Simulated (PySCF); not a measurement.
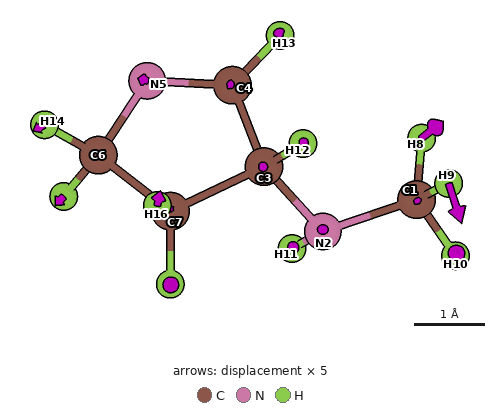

This is a relaxation of C5H10N2. The starting structure is drawn; purple arrows show the displacements, 5 times their true length. The two geometries are superimposed by the best rigid fit.

The picture is a ball-and-stick view, seen at a tilt.

The start comes from GFN2-xTB.

Computed with PBE0-D3(BJ)/def2-SVP geometry optimisation, gas phase in PySCF 2.14.0, density-fitted response routines. 

Question: Atoms of which element are displaced furthest, and by how much?

Answer: Hydrogen: up to 0.13 Å, against 0.04 Å for nitrogen.

Question: What happened in the run?

Answer: Over 6 geometry steps the energy falls by 4.88 kJ/mol. The largest force component goes from 0.7 to 0.012 eV/Å. The largest moves after the best rigid fit, 0.13 Å, are those of H atoms. By element the largest moves are H 0.13 Å, N 0.04 Å, C 0.03 Å. Some distances before and after: C–H 1.079 → 1.099 Å, C–N 1.442 → 1.456 Å, C–N 1.258 → 1.269 Å, C–H 1.099 → 1.111 Å. The run took about 100 core-seconds on a shared host.
